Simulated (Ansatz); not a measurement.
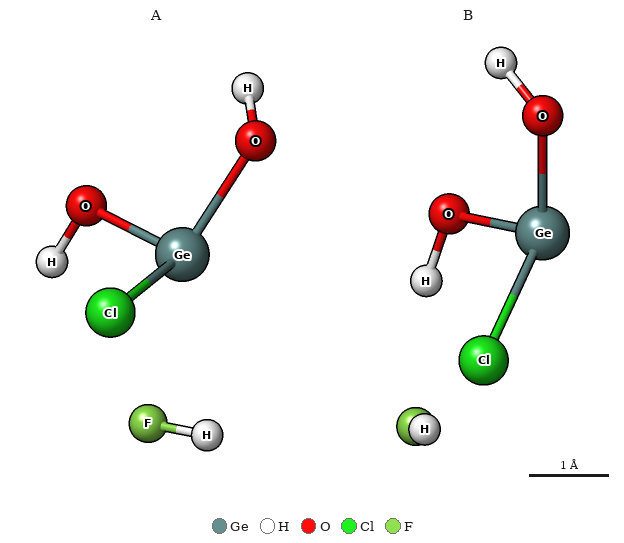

Two geometries of GeH3O2ClF (multiplicity 2), drawn at one scale. One is the start of a relaxation, the other its converged end. A ball-and-stick model, seen from a free direction.

Theory: Ansatz, UKS PBE0/def2-SVP. Settings: collinear spin; force threshold 0.03 eV/Å; at most 50 steps.

**Which one is relaxed?**

Structure B is the relaxed one. The run prepares an end point of a later path (reaction) calculation, from a guessed geometry. An H atom moves most after the best rigid fit: 1.40 Å. By element the largest moves are H 1.40 Å, Cl 1.26 Å, O 0.78 Å, Ge 0.73 Å, F 0.65 Å. Near-neighbour distances that change, for instance: Cl–Ge 2.187 → 2.237 Å, Ge–O 1.781 → 1.767 Å, H–O 0.984 → 0.974 Å. Among the angles between lasting bonds that change: Cl–Ge–O 111.2° → 107.8°, O–Ge–O 103.2° → 105.5°. Groups turn about Ge–O by about 35°. Over 33 accepted moves (40 points after the start) the energy falls by 0.336 eV. Largest force component: 0.66 eV/Å at the start, 0.023 eV/Å at the end. The line search rejected the trial steps at points 1, 6, 8, 19, 23, 30, 37 of the run.

Limits of the set-up: the start holds two separate molecules, 2.4 Å apart at their closest, whose relative position is a soft coordinate and is computed without a dispersion correction.
